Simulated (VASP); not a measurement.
Band structure of CoO (space group P6_3mc). Method: modified Becke-Johnson potential (mBJ), VASP's PBE PAW potentials (set 64) (plane waves; VASP).

mBJ is a potential without an energy functional, so only the levels count. The run has a spin-polarised start.

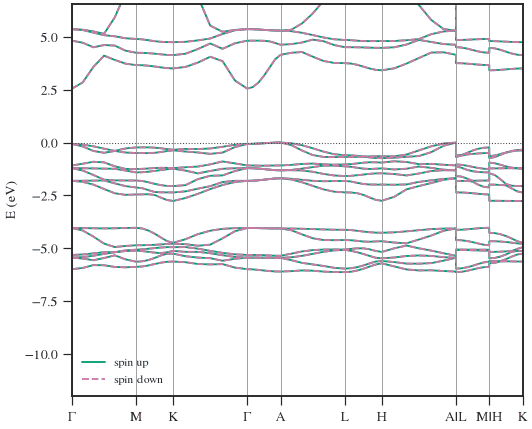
Figure. Bands along high-symmetry lines, zero at the valence-band maximum or, without a gap, the Fermi level

Task: Read the plot: is there a gap, and where are the band edges?

Result: The gap is indirect, 2.55 eV, from the valence maximum at A to the conduction minimum at Γ.

The structure comes from a computed database's CoO entry (P6_3mc); how it stands against other phases isn't given here. It was relaxed first. The cell's shape comes from a PBE relaxation.
